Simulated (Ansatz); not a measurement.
**F2Ga2H4O2 (SMILES [F][GaH-]1[OH+][GaH-]([F])[OH+]1): density, localisation and related maps**

Input file:

```
basis:
  gaussian: {orbitals: def2-SVPD}
crystal:
  periodic: [false, false, false]
  atoms:
    - {symbol: F, position_ang: [-0.794472, -0.585592, -2.575762]}
    - {symbol: F, position_ang: [-1.117586, 0.447556, 1.357168]}
    - {symbol: Ga, position_ang: [-2.078309, 0.605025, -2.398118]}
    - {symbol: Ga, position_ang: [-2.310408, 1.347151, 0.426972]}
    - {symbol: O, position_ang: [-1.364248, 1.932559, -1.168631]}
    - {symbol: O, position_ang: [-3.060610, 0.050103, -0.813493]}
    - {symbol: H, position_ang: [-2.913258, 1.133613, -3.585111]}
    - {symbol: H, position_ang: [-0.401231, 1.954342, -1.095234]}
    - {symbol: H, position_ang: [-3.294974, 2.354130, 1.061102]}
    - {symbol: H, position_ang: [-2.951380, -0.876024, -0.561235]}
total_charge: 0
hamiltonian: {xc: {name: PBE0}}
output: {forces: true, orbitals: {seedname: orbitals}}
```

Command:

```sh
ansatz run input.yaml --threads 2 --pin off --max-ram 6090MiB --events-out events.jsonl --progress --plain --runs-dir runs
```

Geometry: PBE0-D4/def2-SVP.

All numbers below come from isolated molecule in a Gaussian basis; Kohn-Sham density functional theory, functional PBE0 in Ansatz.

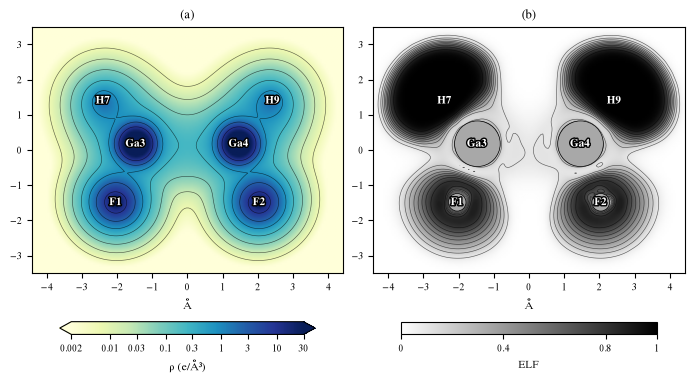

Figure 1. (a) electron density; (b) electron localisation function on the plane of atoms F2, Ga4 and H9. Grey discs cover the atomic cores in the ELF map.

### Describe what can be read from this map.

The plane passes through F, Ga and H nuclei.
Ga–F (1.76 Å): ρ at the midpoint is about 0.83 e/Å³; the ELF peaks at about 0.80 in the valence shell of F, 0.5 Å from its nucleus, and is about 0.15 at the midpoint.
Ga–H (1.54 Å): ρ is about 1 e/Å³ halfway; the ELF climbs to about 1 towards the hydrogen.
The ELF also peaks beside F1 and F2, away from the bonds: lone-pair regions.

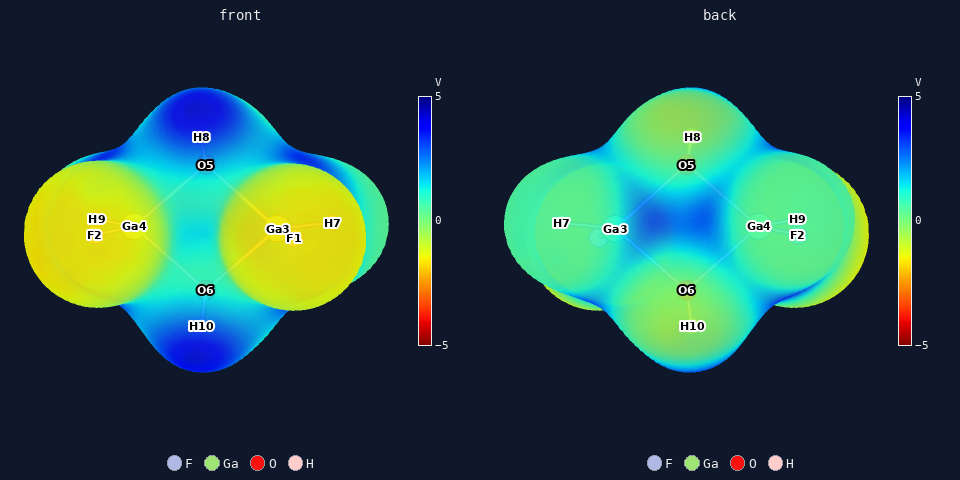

Figure 2. The electrostatic potential painted on the density surface at 0.004 e/bohr³, seen from the front and from behind; red is negative and blue positive.

### Where is the surface potential most negative and most positive?

The most negative region (about −1.7 V, or −39 kcal/mol for a unit charge) lies over F1 and F2, the most positive (about +4.0 V, or +92 kcal/mol for a unit charge) over H8 and H10.

### What dipole moment does the calculation give?

Its dipole moment is 2.36 D.

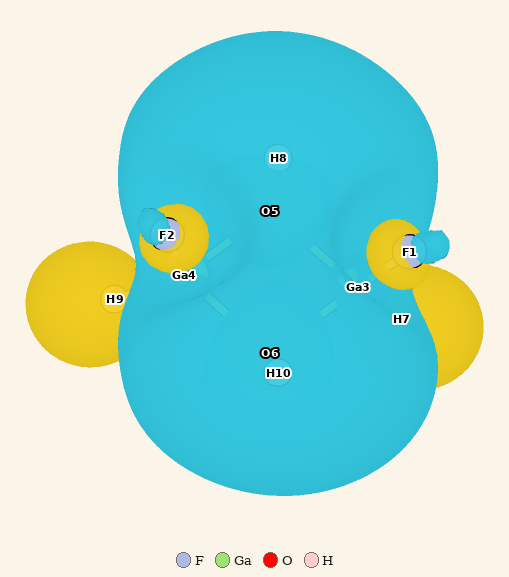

Figure 3. One frontier orbital at ±0.05 Å⁻³ᐟ² (yellow and cyan are the two phases), seen at a tilt.

### Which orbital is it: HOMO or LUMO?

The LUMO, at −0.66 eV. It lies mainly on Ga3 (about 20 %), Ga4 (about 20 %), H8 (about 10 %), H10 (about 10 %), O5 (about 5 %) and O6 (about 5 %).

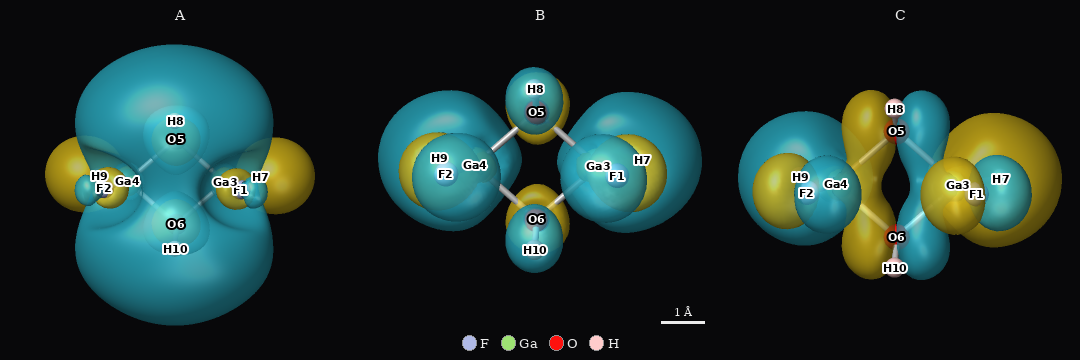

Figure 4. Three frontier orbitals at ±0.04 Å⁻³ᐟ² (yellow and cyan are the two phases), in no order.

### Order the three orbitals by energy and name them.

B is the HOMO−1 (−10.03 eV). Its weight (Hirshfeld) is mainly on H7 (about 15 %), H9 (about 15 %), Ga3 (about 15 %), Ga4 (about 15 %), F1 (about 15 %) and F2 (about 15 %). C is the HOMO (−9.56 eV). By Hirshfeld shares it lies mainly on H7 (about 20 %), H9 (about 20 %), Ga3 (about 15 %), Ga4 (about 15 %), F1 (about 10 %) and F2 (about 10 %). A is the LUMO (−0.66 eV). It lies mainly on Ga3 (about 20 %), Ga4 (about 20 %), H8 (about 10 %), H10 (about 10 %), O5 (about 5 %) and O6 (about 5 %).

### What is the HOMO–LUMO gap?

8.90 eV between the orbital energies.
